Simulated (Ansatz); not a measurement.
**Convergence study of the k-point mesh for Cs2PdCl4 (P4mm, 7 atoms in the cell)**

```yaml
crystal:
  lattice:
    - [7.53176, 0.00000, 0.00000]
    - [0.00000, 7.53176, 0.00000]
    - [0.00000, 0.00000, 4.68752]
  atoms:
    - { symbol: Cs, position: [0.00000, 0.50000, 0.50000] }
    - { symbol: Cs, position: [0.50000, 0.00000, 0.50000] }
    - { symbol: Pd, position: [0.00000, 0.00000, 0.01067] }
    - { symbol: Cl, position: [0.21866, 0.21866, 0.00000] }
    - { symbol: Cl, position: [0.78134, 0.78134, 0.00000] }
    - { symbol: Cl, position: [0.78134, 0.21866, 0.00000] }
    - { symbol: Cl, position: [0.21866, 0.78134, 0.00000] }
```

Computed with LDA (PW92), default PAW files made with PBE (plane waves; Ansatz, a program for electronic structure).

Base settings: basis.ecutwfc = 420 eV; kpoints.mp_grid.grid = 4 4 5; hamiltonian.xc = lda; hamiltonian.pseudopotentials = {kind: paw} (the program's default PAW files); scf.occupations.method = fixed.

The second cell is the first with its lattice scaled by 0.98.

Only quantities that move along the ladder and can be compared are tabulated.

The count of work is k-points × plane waves × bands × iterations; it is no time. Core times come from one kind of shared machine, to one figure; runs under 30 s give none.

The starting cell comes from a database of computed structures (which also holds hypothetical and non-ambient phases and stackings), without a prior relaxation at this level. Its lattice was rescaled by up to half a per cent. One atom was moved a little off its site on purpose. Ansatz's pressure includes its estimate of the finite-basis (Pulay) stress.

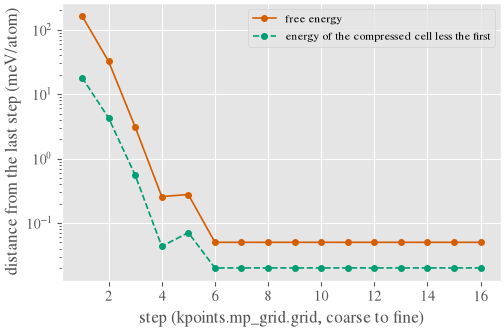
*Distance from the last step along the ladder; very small values are drawn at a floor.*

| kpoints.mp_grid.grid | free energy less the last step's (meV/atom) | energy of the compressed cell less the first (meV/atom) | pressure (GPa) | largest difference of a force vector from the last step's (eV/Å) | gap on the mesh (eV) | count of work / last | core time / last (rough) |
|---|---|---|---|---|---|---|---|
| 1 1 1 | 164.70 | -6.50 | -1.19 | 0.085 | 2.194 | 0.0060 | – |
| 1 1 2 | 32.26 | -20.38 | -2.13 | 0.040 | 2.137 | 0.012 | – |
| 2 2 2 | 3.09 | -24.09 | -2.37 | 0.003 | 1.606 | 0.036 | – |
| 2 2 3 | 0.26 | -24.60 | -2.41 | 0.001 | 1.607 | 0.036 | – |
| 2 2 4 | 0.28 | -24.57 | -2.40 | 0.001 | 1.607 | 0.054 | – |
| 3 3 4 | 0.01 | -24.64 | -2.41 | 0.000 | 1.755 | 0.054 | – |
| 3 3 5 | 0.00 | -24.64 | -2.41 | 0.000 | 1.755 | 0.054 | – |
| 4 4 5 | 0.00 | -24.64 | -2.41 | 0.000 | 1.607 | 0.11 | – |
| 4 4 6 | 0.00 | -24.64 | -2.41 | 0.000 | 1.607 | 0.14 | – |
| 4 4 7 | 0.00 | -24.64 | -2.41 | 0.000 | 1.607 | 0.14 | – |
| 5 5 8 | 0.00 | -24.64 | -2.41 | 0.000 | 1.664 | 0.18 | – |
| 6 6 9 | 0.00 | -24.64 | -2.41 | 0.000 | 1.607 | 0.30 | 0.3 |
| 7 7 10 | 0.00 | -24.64 | -2.41 | 0.000 | 1.637 | 0.36 | 0.3 |
| 7 7 11 | 0.00 | -24.64 | -2.41 | 0.000 | 1.637 | 0.36 | 0.3 |
| 8 8 13 | 0.00 | -24.64 | -2.41 | 0.000 | 1.607 | 0.62 | 0.6 |
| 9 9 14 | 0.00 | -24.64 | -2.41 | 0.000 | 1.625 | 0.71 | 0.7 |
| 10 10 15 | 0.00 | -24.64 | -2.41 | 0.000 | 1.607 | 1.0 | 1 |

Coarsest kpoints.mp_grid.grid that holds the free energy within 1 meV/atom of the last step, with all finer ones: 2 2 3, at 0.036 of the last step's count of work; the step before is off by 3.1 meV/atom.

Coarsest kpoints.mp_grid.grid that holds the energy of the compressed cell less the first within 0.2 meV/atom of the last step, with all finer ones: 2 2 3, at 0.036 of the last step's count of work; the step before is off by 0.55 meV/atom.

Coarsest kpoints.mp_grid.grid that holds the pressure within 0.5 GPa of the last step, with all finer ones: 1 1 2, at 0.012 of the last step's count of work; the step before is off by 1.2 GPa.

The energy difference between the two cells stays within 1 meV/atom of the last step's from 2 2 2 on, the total only from 2 2 3 on: much of the error is common to both cells and cancels.

The gap on the mesh jumps up and down from mesh to mesh; it is no smooth measure of convergence.

Keys are those of Ansatz 0.2.
